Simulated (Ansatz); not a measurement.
The figure comes from a scan of SiO₂ (rutile): one O atom of a 6-atom cell moves by s along Cartesian [110], with its periodic images. Method: r2SCAN (plane waves to 500 eV, PAW, scalar-relativistic; Ansatz, a first-principles code). k mesh 7×7×10 (Γ-centred), Fermi-Dirac smearing 0.05 eV. E stands for the smeared free energy. SiO2 was relaxed with its symmetry unable to fall. The zero of ΔE is the undisplaced structure.

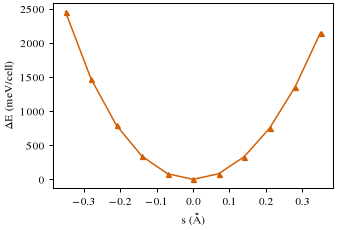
ΔE (meV/cell) against s (Å); computed points joined by lines.

**Question.** Turn the plot into a table (rounded to what can be read).

**Answer.** To the nearest 50:

| s (Å) | ΔE (meV/cell) |
|---|---|
| -0.350 | 2450 |
| -0.280 | 1450 |
| -0.210 | 800 |
| -0.140 | 350 |
| -0.070 | 100 |
| 0.000 | 0 |
| 0.070 | 100 |
| 0.140 | 350 |
| 0.210 | 750 |
| 0.280 | 1350 |
| 0.350 | 2150 |

(A displaced cell: forces are minus the slopes of the energy, force constants its curvatures, and phonons follow from these.)
